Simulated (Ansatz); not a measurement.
# NaCuS2, from a guessed structure to a relaxed one, part 2 of 2

This structure for NaCuS2 is made up. Its elements were placed in a known structure type with a cell scaled to their sizes. What cell does the guess relax to, and how far off was it?

Ansatz 0.2.0; DFT, PBEsol, plane-wave PAW, files of the set soft_1, scalar-relativistic, ferromagnetic start, cell and ions relaxed at zero pressure; PAW set soft_1 (the session's first sound run).

So far: Starting point; Relaxing cell and atoms. The relaxed cell has a = 3.480, c = 19.652 Å (conventional setting).

### Step 3. Electronic structure of the relaxed cell

With the geometry fixed, one more self-consistent run, with a narrower smearing and the mesh shown in its input, gives the bands, and its pressure, and its forces where symmetry allows any, show how far the geometry depends on these settings.

This step: DFT, PBEsol, plane-wave PAW, files of the set soft_1, scalar-relativistic, no spin, bands and density of states at the relaxed cell; PAW set soft_1 (Ansatz 0.2.0).

input.yaml reads:

```yaml
crystal:
  lattice:
    - [1.7400845568, 1.0046382871, 6.5507478503]
    - [-1.7400845568, 1.0046382871, 6.5507478503]
    - [0.0, -2.0092765748, 6.5507478503]
  atoms:
    - { symbol: Cu, position: [0.0, 0.0, 0.0] }
    - { symbol: S, position: [0.2691191644, 0.2691191644, 0.2691191644] }
    - { symbol: S, position: [0.7308808356, 0.7308808356, 0.7308808356] }
    - { symbol: Na, position: [0.5, 0.5, 0.5] }
kpoints:
  mp_grid: { grid: [10, 10, 10] }
  band_path:
    path:
      - [[0.0, 0.0, 0.0], [0.5, 0.0, 0.0], [0.5, 0.18234668, -0.18234668]]
      - [[0.81765332, 0.5, 0.18234668], [0.5, 0.5, 0.5], [0.0, 0.0, 0.0], [0.34117334, 0.0, -0.34117334]]
      - [[0.65882666, 0.34117334, 0.0], [0.5, 0.5, 0.0], [0.65882666, 0.65882666, 0.18234668], [0.5, 0.5, 0.5]]
      - [[0.5, 0.0, 0.0], [0.81765332, 0.34117334, 0.34117334]]
    npoints: 8
scf:
  occupations: { method: fermi_dirac, width: 0.03 }
  n_extra_bands: 8
hamiltonian:
  xc: pbesol
  pseudopotentials: { kind: paw, azcp: { folder: soft_1 }, xc_functional: pbe }
output:
  forces: true
  stress: true
  write_bands: true
  dos: { projected: true }
  write_density: true
  write_potential: true
  elf: true
  volumetric_format: npy
```

Run with:

```
$ ansatz run input.yaml --threads 4 --pin off --max-ram 10240MiB --backend cpu --events-out ev --progress --plain --runs-dir out
```

Numbers of over 12 decimals in the logs are rounded to 6 here.

Output:

```text
[...]
Crystal: 4 atoms, lattice volume = 68.710 Å³
Basis set: ecut = 420 eV, 1317 PW (Γ), FFT grids on a1−a2, a2, −a2+a3, exchange–correlation on 48×96×48 points (8 copies of the dense FFT grid, shifted against one another)
Bands: 28, of which v1, the nominal top of the filled ones, is band 20 counted from 1 (19 counted from 0)
Symmetry: 12 space group operations
[...]
k-points: 116 of 1000
[...]
SCF iter   1: F=—  HF=-9838.476143 eV  |F-HF|=—  |Δ(HF+E_count)|=         —  Δρ=1.72e-1  dr2=2.13e1  ethr=3.10e-3  ⟨swp⟩=6.5  Hψ=15786  notcnv=0
[...]
SCF iter  11: F=-9835.957621 eV  HF=-9835.957621 eV  |F-HF|=2.00e-8  |Δ(HF+E_count)|=   1.61e-8  Δρ=4.25e-6  dr2=1.88e-8  ethr=2.50e-10  ⟨swp⟩=17.0  Hψ=27474  notcnv=0
SCF 1 converged in 11 iterations: F = -9835.957621 eV  dr2 = 1.88e-8
[...]
NSCF: frozen V_eff on 76 k-points
SCF converged after 11 iterations
Free energy (F): -9835.957621 eV
[...]
Internal energy: -9835.948204 eV  (E = F + TS)
E sigma→0 (E₀):  -9835.952913 eV
Entropy (-TS):   -0.009417 eV (-2.354 meV/atom)
Fermi energy:    7.356584 eV
[...]
--- Forces (eV/Å), atoms counted from 1 ---
  atom   1  Cu     0.00000000     0.00000000     0.00000000
  atom   2  S      0.00000000    -0.00000000     0.00709818
  atom   3  S      0.00000000     0.00000000    -0.00709818
  atom   4  Na     0.00000000     0.00000000     0.00000000
  max |Σ_I F_I| component: 2.60e-18 eV/Å
--- Stress (GPa, compression-positive) ---
       -0.157692       0.000000       0.000000
        0.000000      -0.157692      -0.000000
        0.000000      -0.000000       0.082803
  P = ⅓ Tr σ = -0.0775 GPa (-0.775 kbar)
--- Band table (eV; the first three rows and the last of 116) ---
  k-point 0: bands = [... 16 lower, 6.4241, 6.9862, 6.9862, 8.0662, 8.0662, 10.7260, 12.5183, 14.5015, ... 4 higher]
  k-point 1: bands = [... 16 lower, 6.3904, 6.5117, 6.8269, 7.5872, 8.0197, 11.1230, 13.0619, 14.1954, ... 4 higher]
  k-point 2: bands = [... 16 lower, 5.5215, 6.4065, 6.4156, 6.8798, 7.9347, 11.8493, 12.8733, 14.4093, ... 4 higher]
  k-point 115: bands = [... 16 lower, 5.0716, 6.9346, 6.9346, 8.1170, 8.1170, 12.3947, 12.8352, 13.2222, ... 4 higher]
```

Elapsed: 4.5 s, on 4 threads of Arm Neoverse V2, shared host; peak memory 0.43 GiB.

In the SCF lines HF is the Harris–Foulkes energy and dr2 the Hartree energy of the density residual, in eV; the loop may stop once dr2 is under the threshold and the program's other checks hold. Hψ counts applications of the Hamiltonian.

Numbers from this step:

```yaml
free_energy: -9835.9576 eV
energy_at_zero_smearing: -9835.9529 eV
smearing_term_ts: 0.009417 eV
fermi_energy: 7.357 eV
pressure: -0.07753 GPa
```

bands.tsv at the labelled points (eV, zero at the Fermi level; the bands that come nearest the Fermi level along the path):

```tsv
point	band 17	band 18	band 19	band 20	band 21	band 22	band 23	band 24
Γ	-0.93	-0.37	-0.37	0.71	0.71	3.37	5.16	7.14
L	-2.62	-2.58	-2.27	-0.29	0.45	4.09	5.73	6.08
B1	-2.91	-2.33	-2.25	-0.35	-0.32	4.46	5.58	7.17
B	-2.91	-2.33	-2.25	-0.35	-0.32	4.46	5.58	7.17
Z	-2.29	-0.42	-0.42	0.76	0.76	5.04	5.48	5.87
Γ	-0.93	-0.37	-0.37	0.71	0.71	3.37	5.16	7.14
X	-2.91	-2.30	-2.29	-0.37	-0.31	4.44	6.10	6.43
Q	-2.91	-2.30	-2.29	-0.37	-0.31	4.44	6.10	6.43
F	-2.65	-2.32	-2.29	0.21	0.51	3.26	4.47	5.38
P1	-2.68	-2.31	-2.27	0.02	0.50	3.44	4.78	5.52
Z	-2.29	-0.42	-0.42	0.76	0.76	5.04	5.48	5.87
L	-2.62	-2.58	-2.27	-0.29	0.45	4.09	5.73	6.08
P	-2.68	-2.31	-2.27	0.02	0.50	3.44	4.78	5.52
```

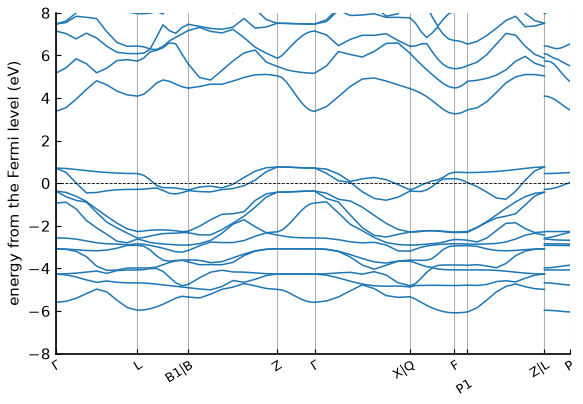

Bands along the path. 10 bands lie wholly below the window drawn.

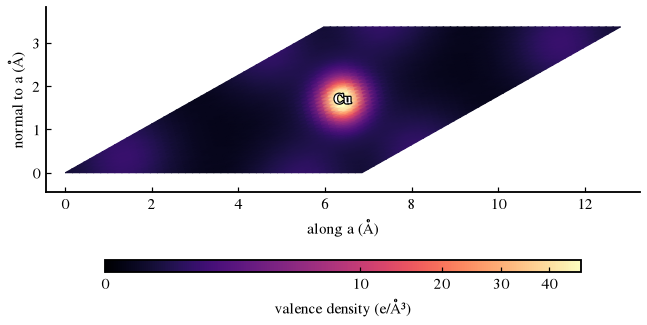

Valence density in the ac plane of the cell as run, not the conventional one, at fractional y = 0.000, with atoms of Cu within 0.2 Å of it. It is the smooth field of the valence electrons, not physical close to the nuclei. The map starts off the cell's origin, so that atoms lie inside it. The colour scale is stretched toward low values.

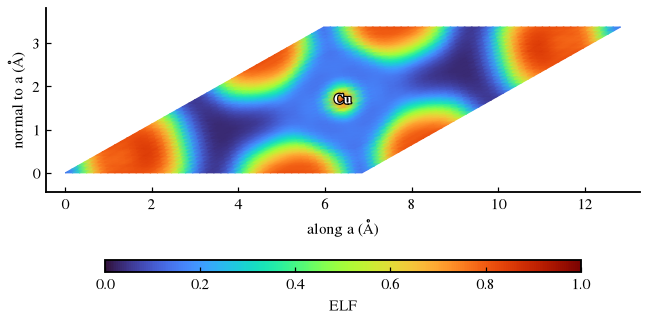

ELF in the ac plane of the cell as run, not the conventional one, at fractional y = 0.000, with atoms of Cu within 0.2 Å of it. It is the smooth field of the valence electrons, not physical close to the nuclei. The map starts off the cell's origin, so that atoms lie inside it.

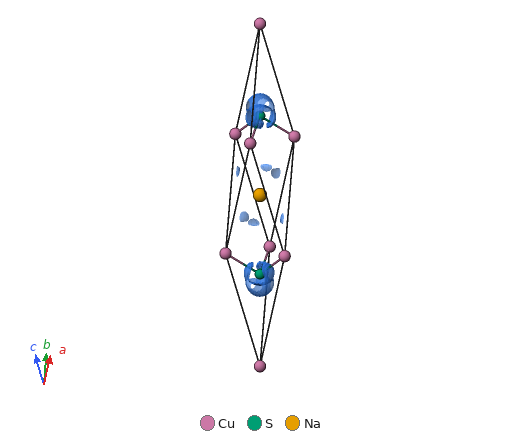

Surface of ELF = 0.83. Drawn on the cell as run, not the conventional one. Bonds to atoms that aren't drawn are left out.

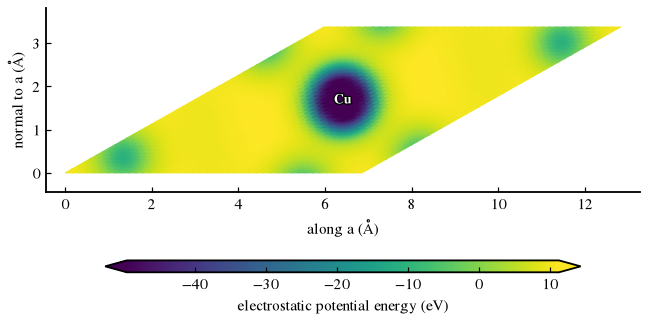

Electrostatic potential energy in the ac plane of the cell as run, not the conventional one, at fractional y = 0.000, with atoms of Cu within 0.2 Å of it. With pseudopotentials it is smooth inside the atoms' cores, unlike the true potential. The map starts off the cell's origin, so that atoms lie inside it.

### Step 4. What came out

- space group, relaxed: R-3m
- conventional cell: a = 3.480, b = 3.480, c = 19.652 Å; α = 90.0°, β = 90.0°, γ = 120.0°
- volume per atom: 17.18 Å³ (guess 17.81)
- total moment: 0.00 μB in the cell of 4 atoms

In words: NaCuS2 relaxes to R-3m with a = 3.480, b = 3.480 and c = 19.652 Å. The guessed volume was 4 % too large. The space group R-3m was held in the relaxation, so the end point is a stationary structure within it and may be a saddle against distortions or other arrangements. The moments died out from this one start and weren't seeded again at the relaxed cell. Bands cross the Fermi level, so it is a metal or semimetal at this level. On the 10×10×10 mesh with the narrower smearing (relaxed on 9×9×9) the largest force component is 0.007 eV/Å and the largest stress component is 0.158 GPa, against the relaxation's thresholds of 0.015 eV/Å and 0.05 GPa. The cutoff wasn't tested. No dispersion term is used, so weakly bound directions may come out too long. Nothing here tests whether the compound is stable against decomposition.

[Logs are printed without paths, hosts, clocks, repeated set-up lines and the standing remarks that a program may print on its own settings, such as how far it seeks lower states.]

[Hosts, paths, dates, database ids (printed as entryN), source tags and the programs' standing remarks are cut or masked in the printed files.]
